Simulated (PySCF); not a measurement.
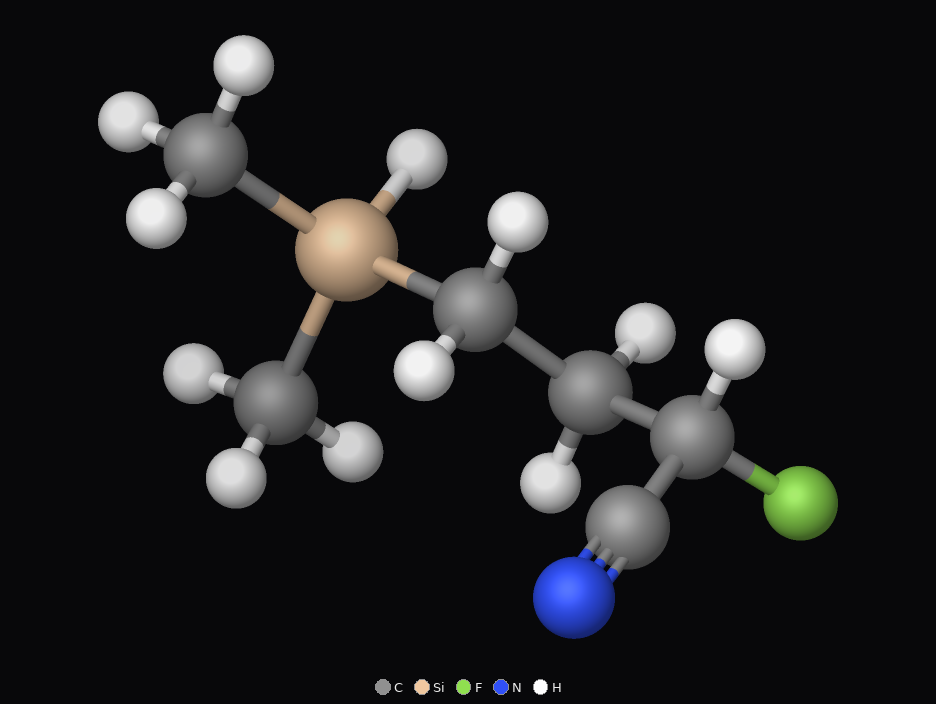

Computed geometry: GFN2-xTB optimisation. No frequency run is at hand to confirm it as a minimum. Method: PBE0/pcSseg-1, gas phase (PySCF 2.14.0).

What is the LUMO energy (Kohn–Sham orbital)?

Answer. −0.12 eV.

Estimate the HOMO energy (Kohn–Sham orbital).

Answer. −8.66 eV.

Give the dipole moment at this level.

Answer. 3.58 D.

The geometry is semi-empirical. Around Si such bond lengths and angles can be off by a tenth of an ångström or more and by several degrees, and values that hang on the shape move with them.
